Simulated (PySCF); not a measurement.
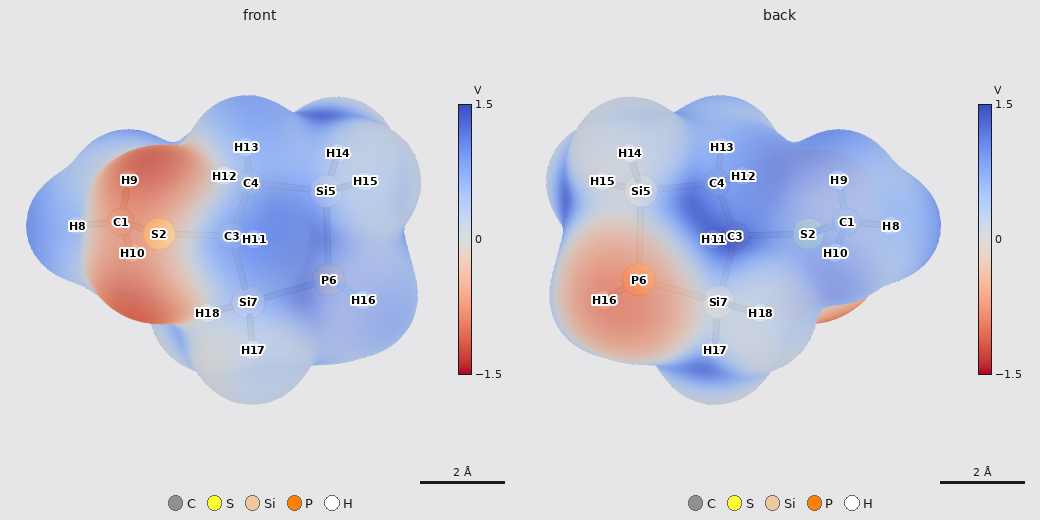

The picture shows: C$_{3}$H$_{11}$PSSi$_{2}$. The electrostatic potential painted on the density surface at 0.002 e/bohr³, seen from the front and from behind; the colour scale runs from red (negative) to blue (positive).

Geometry: GFN2-xTB.

Method: CAM-B3LYP/def2-SVPD, SCF density, gas phase in PySCF.

```xyz
18

C    -2.5789   -0.8554   -0.4496
S    -1.5459   -1.6127    0.8337
C     0.0046   -0.6371    0.7419
C    -0.2017    0.8513    0.9710
Si    1.4675    1.7731    0.7889
P     2.4255    0.7397   -0.9641
Si    1.0136   -0.9979   -0.8535
H    -3.4594   -1.4842   -0.5337
H    -2.8742    0.1457   -0.1477
H    -2.0442   -0.8358   -1.3938
H     0.5607   -1.0524    1.5887
H    -0.8936    1.2457    0.2228
H    -0.6552    1.0259    1.9478
H     1.2454    3.1809    0.4591
H     2.2558    1.6436    2.0175
H     3.4351    0.1359   -0.2452
H     1.6570   -2.3034   -0.7319
H     0.1791   -0.9566   -2.0576
```

Describe the electrostatic potential map.

The most negative region (about −1.1 V, or −25 kcal/mol for a unit charge) lies over S2, the most positive (about +1.3 V, or +30 kcal/mol for a unit charge) over Si5, P6 and Si7.
